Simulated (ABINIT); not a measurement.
## In2S (Fm-3m): zone-centre phonons

Aim: the zone-centre modes of In2S (Fm-3m).

Calculated with ABINIT 10.8.3; DFT LDA, scalar-relativistic, plane waves, HGH norm-conserving pseudopotentials.

The structure was built from a prototype and need not be the compound's stable phase.

### 1. Starting point

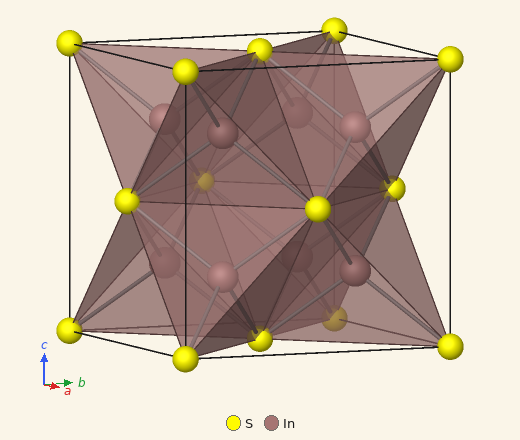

Start, viewed slightly off an axis; sulfur yellow, indium brown. This picture shows the conventional cell, with its axes. Some periodic images of atoms are drawn too.

### 2. A first look

A first run with smearing and empty bands tells whether the crystal has a gap, which decides between fixed occupations and smearing later on.

probe.abi

```
# ground state
tolvrs 1.0d-08
prtden 1
prtwf 1

# basis, mesh and filling
ecut 24.0
ixc 7
ngkpt 4 4 4
nshiftk 1
shiftk 0.0 0.0 0.0
istwfk *1
occopt 7
tsmear 0.005
nband 12
nstep 100
diemac 9.0
prtebands 0
prtgsr 0

# cell and atoms
acell 9.302168483 9.302168483 9.302168483
rprim 
    0.0 0.7071067812 0.7071067812
    0.7071067812 0.0 0.7071067812
    0.7071067812 0.7071067812 0.0
ntypat 2
znucl 16 49
natom 3
typat 1 2 2
xred 
    0.0 0.0 0.0
    0.25 0.25 0.25
    0.75 0.75 0.75
pp_dirpath "./pseudo"
pseudos "S.hgh, In.hgh"
```

On the command line:

```
$ OMP_NUM_THREADS=1 mpirun -n 2 abinit probe.abi > probe.log
```

Numbers of over 12 decimals in the logs are rounded to 6 here.

probe.abo, the main output file:

```text
[banners, grids, parts of the stress and lines that vanish by symmetry left out]
- input  file    -> probe.abi
- output file    -> probe.abo
- root for input  files -> probei
[...]
Symmetries : space group Fm -3 m (#225); Bravais cF (face-center cubic)
[...]
mpw =        3250          nfft =       91125          nkpt =           8
[...]
== DATASET  1 ==================================================================
[...]
cutoff_energies: {ecut:  24.0, pawecutdg:  -1.0, }
[...]
Exchange-correlation functional for the present dataset will be:
  LDA: Perdew-Wang 92 LSD fit to Ceperley-Alder data - ixc=7
[...]
ETOT  1  -14.283133058078    -1.428E+01 9.095E-03 3.814E+02
 ETOT  2  -14.298161807381    -1.503E-02 1.538E-03 2.530E+02
 ETOT  3  -14.344429634418    -4.627E-02 1.294E-03 6.912E+00
 ETOT  4  -14.345245166044    -8.155E-04 7.473E-04 1.807E-01
 ETOT  5  -14.345263812284    -1.865E-05 5.669E-05 2.042E-02
 ETOT  6  -14.345266579927    -2.768E-06 3.392E-05 1.767E-04
 ETOT  7  -14.345266613901    -3.397E-08 1.918E-06 6.305E-06
 ETOT  8  -14.345266614987    -1.086E-09 1.451E-06 1.380E-08
 ETOT  9  -14.345266614990    -3.128E-12 1.547E-07 1.260E-10
 At SCF step    9       vres2   =  1.26E-10 < tolvrs=  1.00E-08 =>converged.
[...]
sigma(1 1)=  3.85082947E-05  sigma(3 2)=  0.00000000E+00
  sigma(2 2)=  3.85082947E-05  sigma(3 1)=  0.00000000E+00
  sigma(3 3)=  3.85082947E-05  sigma(2 1)=  0.00000000E+00
[...]
convergence: {deltae: -3.128E-12, res2:  1.260E-10, residm:  1.547E-07, diffor: null, }
etotal    :  -1.43452666E+01
[...]
sigma(1 1)=  3.85082947E-05  sigma(3 2)=  0.00000000E+00
  sigma(2 2)=  3.85082947E-05  sigma(3 1)=  0.00000000E+00
  sigma(3 3)=  3.85082947E-05  sigma(2 1)=  0.00000000E+00
[...]
- sigma(1 1)=  1.13295315E+00  sigma(3 2)=  0.00000000E+00
- sigma(2 2)=  1.13295315E+00  sigma(3 1)=  0.00000000E+00
- sigma(3 3)=  1.13295315E+00  sigma(2 1)=  0.00000000E+00
[...]
fcart     -0.0000000000E+00 -0.0000000000E+00 -0.0000000000E+00
           strten      3.8508294749E-05  3.8508294749E-05  3.8508294749E-05
================================================================================

[key lines of the parts left out:]
pressure_GPa:  -1.1330E+00
```

Elapsed: 16 s, on 2 MPI ranks of AMD EPYC (Zen 3), shared host.

This step gave:

```yaml
volume_per_atom: 28.11 Å³
pressure: -1.133 GPa
gap_on_the_k_mesh: 0 eV
```

No gap opens on this mesh, so smearing is kept; the printed pressure holds the stress of the finite basis too.

### 3. Rough relaxation

The typed start is rough, so a first relaxation with smearing and loose thresholds takes it towards rest cheaply.

prerelax.abi

```
# relaxation
ionmov 2
optcell 2
dilatmx 1.15
chkdilatmx 0
ntime 40
tolmxf 3.0d-04
tolvrs 1.0d-10
prtwf 0
prtden 0
chksymtnons 0

# basis, mesh and filling
ecut 25.0
ecutsm 3.0
ixc 7
ngkpt 4 4 4
nshiftk 1
shiftk 0.0 0.0 0.0
istwfk *1
occopt 7
tsmear 0.005
nband 12
nstep 100
diemac 1000000.0
prtebands 0
prtgsr 0

# cell and atoms
acell 9.302168483 9.302168483 9.302168483
rprim 
    0.0 0.7071067812 0.7071067812
    0.7071067812 0.0 0.7071067812
    0.7071067812 0.7071067812 0.0
ntypat 2
znucl 16 49
natom 3
typat 1 2 2
xred 
    0.0 0.0 0.0
    0.25 0.25 0.25
    0.75 0.75 0.75
pp_dirpath "./pseudo"
pseudos "S.hgh, In.hgh"
```

On the command line:

```
$ OMP_NUM_THREADS=1 mpirun -n 2 abinit prerelax.abi > prerelax.log
```

prerelax.abo, the main output file:

```text
[banners, grids, parts of the stress and lines that vanish by symmetry left out]
- input  file    -> prerelax.abi
- output file    -> prerelax.abo
- root for input  files -> prerelaxi
[...]
Symmetries : space group Fm -3 m (#225); Bravais cF (face-center cubic)
[...]
mpw =        5190          nfft =      125000          nkpt =           8
[...]
== DATASET  1 ==================================================================
[...]
cutoff_energies: {ecut:  25.0, pawecutdg:  -1.0, }
[...]
Exchange-correlation functional for the present dataset will be:
  LDA: Perdew-Wang 92 LSD fit to Ceperley-Alder data - ixc=7
[...]
ETOT  1  -14.282819557656    -1.428E+01 1.020E-02 5.202E+02
 ETOT  2  -14.316086064961    -3.327E-02 3.983E-03 2.125E+02
 ETOT  3  -14.344353949271    -2.827E-02 4.108E-04 1.035E+01
 ETOT  4  -14.345132088550    -7.781E-04 3.429E-04 4.450E-01
[...]
ETOT  7  -14.345420868230     1.403E-13 1.472E-13 1.428E-11
 At SCF step    7       vres2   =  1.43E-11 < tolvrs=  1.00E-10 =>converged.
[...]
sigma(1 1)=  2.04036808E-07  sigma(3 2)=  0.00000000E+00
  sigma(2 2)=  2.04036808E-07  sigma(3 1)=  0.00000000E+00
  sigma(3 3)=  2.04036808E-07  sigma(2 1)=  0.00000000E+00
[...]
convergence: {deltae:  1.403E-13, res2:  1.428E-11, residm:  1.472E-13, diffor: null, }
etotal    :  -1.43454209E+01
[...]
At Broyd/MD step   4, gradients are converged :
[...]
sigma(1 1)=  2.04036808E-07  sigma(3 2)=  0.00000000E+00
  sigma(2 2)=  2.04036808E-07  sigma(3 1)=  0.00000000E+00
  sigma(3 3)=  2.04036808E-07  sigma(2 1)=  0.00000000E+00
[...]
- sigma(1 1)=  6.00297014E-03  sigma(3 2)=  0.00000000E+00
- sigma(2 2)=  6.00297014E-03  sigma(3 1)=  0.00000000E+00
- sigma(3 3)=  6.00297014E-03  sigma(2 1)=  0.00000000E+00
[...]
fcart     -0.0000000000E+00 -0.0000000000E+00 -0.0000000000E+00
           strten      2.0403680775E-07  2.0403680775E-07  2.0403680775E-07
================================================================================

[key lines of the parts left out:]
pressure_GPa:  -6.0030E-03
Total energy (etotal) [Ha]= -1.43454208682301E+01
```

It took 67 s on 2 MPI ranks; 2.2 min of CPU time.

Step by step:

```csv
step,energy less that of the first step (eV),largest force (eV/Å),volume (Å³)
1,0.0000,0.0000,84.34
2,-0.0013,0.0000,84.11
3,-0.0070,0.0000,81.73
4,-0.0071,0.0000,81.95
```

```csv
"conventional cell, symmetrised",before,after,change
a (Å),6.961,6.895,-1.0 %
b (Å),6.961,6.895,-1.0 %
c (Å),6.961,6.895,-1.0 %
volume (Å³/atom),28.11,27.32,-2.8 %
```

Final coordinates:

```
S In
1.0
     0.00000    3.44759    3.44759
     3.44759    0.00000    3.44759
     3.44759    3.44759    0.00000
S In
1 2
Direct
  0.00000 0.00000 0.00000
  0.25000 0.25000 0.25000
  0.75000 0.75000 0.75000
```

Read from the output:

* volume per atom: 27.32 Å³
* pressure: -0.006003 GPa

The volume changes by -2.8 % in this run and stands -2.8 % from the first cell.

### 4. Relaxing the cell and atoms

The harmonic expansion needs vanishing forces, and a free crystal bears no stress, so cell and atoms are brought to rest. Stress is more sensitive to the basis than forces are: the last 3 Ha under the cutoff are smoothed with ecutsm, and the cutoff is raised above that of the later runs.

relax.abi

```
# relaxation
ionmov 2
optcell 2
dilatmx 1.08
ntime 40
tolmxf 1.0d-05
tolvrs 1.0d-14
prtwf 0
prtden 0
chksymtnons 0

# basis, mesh and filling
ecut 31.0
ecutsm 3.0
ixc 7
ngkpt 6 6 6
nshiftk 1
shiftk 0.0 0.0 0.0
istwfk *1
occopt 7
tsmear 0.01
nband 12
nstep 100
diemac 1000000.0
prtebands 0
prtgsr 0

# cell and atoms
acell 9.213589468 9.213589468 9.213589468
rprim 
    0.0 0.7071067812 0.7071067812
    0.7071067812 0.0 0.7071067812
    0.7071067812 0.7071067812 0.0
ntypat 2
znucl 16 49
natom 3
typat 1 2 2
xred 
    0.0 0.0 0.0
    0.25 0.25 0.25
    0.75 0.75 0.75
pp_dirpath "./pseudo"
pseudos "S.hgh, In.hgh"
```

On the command line:

```
$ OMP_NUM_THREADS=1 mpirun -n 2 abinit relax.abi > relax.log
```

relax.abo, the main output file:

```text
[banners, grids, parts of the stress and lines that vanish by symmetry left out]
- input  file    -> relax.abi
- output file    -> relax.abo
- root for input  files -> relaxi
[...]
Symmetries : space group Fm -3 m (#225); Bravais cF (face-center cubic)
[...]
mpw =        5771          nfft =      125000          nkpt =          16
[...]
== DATASET  1 ==================================================================
[...]
cutoff_energies: {ecut:  31.0, pawecutdg:  -1.0, }
[...]
Exchange-correlation functional for the present dataset will be:
  LDA: Perdew-Wang 92 LSD fit to Ceperley-Alder data - ixc=7
[...]
ETOT  1  -14.290734301338    -1.429E+01 1.917E-02 4.891E+02
 ETOT  2  -14.322284047369    -3.155E-02 3.636E-03 2.061E+02
 ETOT  3  -14.349379124801    -2.710E-02 4.719E-04 1.012E+01
 ETOT  4  -14.350144853797    -7.657E-04 5.715E-05 3.869E-01
 ETOT  5  -14.350162673226    -1.782E-05 1.180E-05 1.812E-02
[...]
At SCF step   11       vres2   =  5.64E-15 < tolvrs=  1.00E-14 =>converged.
[...]
sigma(1 1)=  2.90515496E-05  sigma(3 2)=  0.00000000E+00
  sigma(2 2)=  2.90515496E-05  sigma(3 1)=  0.00000000E+00
  sigma(3 3)=  2.90515496E-05  sigma(2 1)=  0.00000000E+00
[...]
convergence: {deltae: -2.700E-13, res2:  5.638E-15, residm:  8.570E-07, diffor: null, }
etotal    :  -1.43501641E+01
[...]
ETOT  1  -14.350158137382    -1.435E+01 2.836E-06 4.026E-01
[...]
At SCF step    9       vres2   =  3.21E-15 < tolvrs=  1.00E-14 =>converged.
[...]
sigma(1 1)=  2.63458867E-05  sigma(3 2)=  0.00000000E+00
  sigma(2 2)=  2.63458867E-05  sigma(3 1)=  0.00000000E+00
  sigma(3 3)=  2.63458867E-05  sigma(2 1)=  0.00000000E+00
[...]
convergence: {deltae: -8.278E-13, res2:  3.212E-15, residm:  7.023E-09, diffor: null, }
etotal    :  -1.43502041E+01
[...]
ETOT  1  -14.346578449105    -1.435E+01 2.981E-02 3.406E+01
[...]
At SCF step   10       vres2   =  1.31E-15 < tolvrs=  1.00E-14 =>converged.
[...]
sigma(1 1)= -9.22083742E-07  sigma(3 2)=  0.00000000E+00
  sigma(2 2)= -9.22083742E-07  sigma(3 1)=  0.00000000E+00
  sigma(3 3)= -9.22083742E-07  sigma(2 1)=  0.00000000E+00
[...]
convergence: {deltae: -4.956E-13, res2:  1.309E-15, residm:  5.854E-11, diffor: null, }
etotal    :  -1.43503803E+01
[...]
ETOT  1  -14.350376182718    -1.435E+01 1.143E-08 3.867E-02
[...]
ETOT  8  -14.350380526345     2.505E-13 1.736E-12 2.857E-14
 ETOT  9  -14.350380526344     4.547E-13 9.719E-12 2.211E-16
 At SCF step    9       vres2   =  2.21E-16 < tolvrs=  1.00E-14 =>converged.
[...]
sigma(1 1)=  2.50088968E-08  sigma(3 2)=  0.00000000E+00
  sigma(2 2)=  2.50088968E-08  sigma(3 1)=  0.00000000E+00
  sigma(3 3)=  2.50088968E-08  sigma(2 1)=  0.00000000E+00
[...]
convergence: {deltae:  4.547E-13, res2:  2.211E-16, residm:  9.719E-12, diffor: null, }
etotal    :  -1.43503805E+01
[...]
At Broyd/MD step   4, gradients are converged :
[...]
sigma(1 1)=  2.50088968E-08  sigma(3 2)=  0.00000000E+00
  sigma(2 2)=  2.50088968E-08  sigma(3 1)=  0.00000000E+00
  sigma(3 3)=  2.50088968E-08  sigma(2 1)=  0.00000000E+00
[...]
- sigma(1 1)=  7.35787146E-04  sigma(3 2)=  0.00000000E+00
- sigma(2 2)=  7.35787146E-04  sigma(3 1)=  0.00000000E+00
- sigma(3 3)=  7.35787146E-04  sigma(2 1)=  0.00000000E+00
[...]
fcart     -0.0000000000E+00 -0.0000000000E+00 -0.0000000000E+00
           strten      2.5008896772E-08  2.5008896772E-08  2.5008896771E-08
================================================================================

[key lines of the parts left out:]
pressure_GPa:  -7.3579E-04
Total energy (etotal) [Ha]= -1.43503805263441E+01
```

Wall time 2.7 min (2 MPI ranks).

Step by step:

```csv
step,energy less that of the first step (eV),largest force (eV/Å),volume (Å³)
1,0.0000,0.0000,81.95
2,-0.0011,0.0000,81.74
3,-0.0059,0.0000,79.73
4,-0.0059,0.0000,79.80
```

```csv
"conventional cell, symmetrised",before,after,change
a (Å),6.895,6.834,-0.9 %
b (Å),6.895,6.834,-0.9 %
c (Å),6.895,6.834,-0.9 %
volume (Å³/atom),27.32,26.60,-2.6 %
```

Final coordinates:

```xyz
3
Lattice="0.0000 3.4171 3.4171 3.4171 0.0000 3.4171 3.4171 3.4171 0.0000" Properties=species:S:1:pos:R:3 pbc="T T T"
S     0.0000    0.0000    0.0000
In    1.7085    1.7085    1.7085
In    5.1256    5.1256    5.1256
```

Read from the output:

```yaml
volume_per_atom: 26.60 Å³
pressure: -7.36e-4 GPa
```

The volume changes by -2.6 % in this run and stands -5.4 % from the first cell.

### 5. Self-consistent run for the response

First-order wavefunctions inherit every error of the ground state, hence the very tight tolvrs. Smearing stays on, as the first look found no gap above 0.3 eV.

gs.abi

```
# ground state
tolvrs 1.0d-16
prtden 1
prtwf 1

# basis, mesh and filling
ecut 24.0
ixc 7
ngkpt 6 6 6
nshiftk 1
shiftk 0.0 0.0 0.0
istwfk *1
occopt 7
tsmear 0.01
nband 12
nstep 100
diemac 1000000.0
prtebands 0
prtgsr 0

# cell and atoms
acell 9.132017549 9.132017549 9.132017549
rprim 
    0.0 0.7071067812 0.7071067812
    0.7071067812 0.0 0.7071067812
    0.7071067812 0.7071067812 0.0
ntypat 2
znucl 16 49
natom 3
typat 1 2 2
xred 
    0.0 0.0 0.0
    0.25 0.25 0.25
    0.75 0.75 0.75
pp_dirpath "./pseudo"
pseudos "S.hgh, In.hgh"
```

On the command line:

```
$ OMP_NUM_THREADS=1 mpirun -n 2 abinit gs.abi > gs.log
```

gs.abo, the main output file:

```text
[banners, grids, parts of the stress and lines that vanish by symmetry left out]
- input  file    -> gs.abi
- output file    -> gs.abo
- root for input  files -> gsi
[...]
Symmetries : space group Fm -3 m (#225); Bravais cF (face-center cubic)
[...]
mpw =        3044          nfft =       91125          nkpt =          16
[...]
== DATASET  1 ==================================================================
[...]
cutoff_energies: {ecut:  24.0, pawecutdg:  -1.0, }
[...]
Exchange-correlation functional for the present dataset will be:
  LDA: Perdew-Wang 92 LSD fit to Ceperley-Alder data - ixc=7
[...]
ETOT  1  -14.293267912054    -1.429E+01 1.701E-02 3.429E+02
 ETOT  2  -14.325003823769    -3.174E-02 6.499E-04 1.340E+02
 ETOT  3  -14.348677708607    -2.367E-02 4.764E-04 7.203E+00
 ETOT  4  -14.349421144709    -7.434E-04 2.950E-05 2.555E-01
 ETOT  5  -14.349437505315    -1.636E-05 1.164E-05 1.074E-02
[...]
ETOT 11  -14.349438628126    -8.136E-13 3.436E-06 2.995E-15
 ETOT 12  -14.349438628126     3.926E-13 2.463E-06 4.044E-18
 At SCF step   12       vres2   =  4.04E-18 < tolvrs=  1.00E-16 =>converged.
[...]
sigma(1 1)=  7.88550296E-06  sigma(3 2)=  0.00000000E+00
  sigma(2 2)=  7.88550296E-06  sigma(3 1)=  0.00000000E+00
  sigma(3 3)=  7.88550296E-06  sigma(2 1)=  0.00000000E+00
[...]
convergence: {deltae:  3.926E-13, res2:  4.044E-18, residm:  2.463E-06, diffor: null, }
etotal    :  -1.43494386E+01
[...]
sigma(1 1)=  7.88550296E-06  sigma(3 2)=  0.00000000E+00
  sigma(2 2)=  7.88550296E-06  sigma(3 1)=  0.00000000E+00
  sigma(3 3)=  7.88550296E-06  sigma(2 1)=  0.00000000E+00
[...]
- sigma(1 1)=  2.31999507E-01  sigma(3 2)=  0.00000000E+00
- sigma(2 2)=  2.31999507E-01  sigma(3 1)=  0.00000000E+00
- sigma(3 3)=  2.31999507E-01  sigma(2 1)=  0.00000000E+00
[...]
fcart     -0.0000000000E+00 -0.0000000000E+00 -0.0000000000E+00
           strten      7.8855029639E-06  7.8855029639E-06  7.8855029639E-06
================================================================================

[key lines of the parts left out:]
pressure_GPa:  -2.3200E-01
```

It took 36 s on 2 MPI ranks; 66 s of CPU time.

Read from the output:

```yaml
pressure: -0.2320 GPa
```

The cell stands at -0.23 GPa: the relaxation ran with a smoothed and higher cutoff, and the difference is a stress of the finite basis.

[end of part 1 of 3]

[Host names and launcher messages were left out of these logs when they were recorded.]

[Logs are printed without paths, hosts, clocks, repeated set-up lines and the standing remarks that a program may print on its own settings, such as how far it seeks lower states.]

[Hosts, paths, dates, database ids (printed as entryN), source tags and the programs' standing remarks are cut or masked in the printed files.]
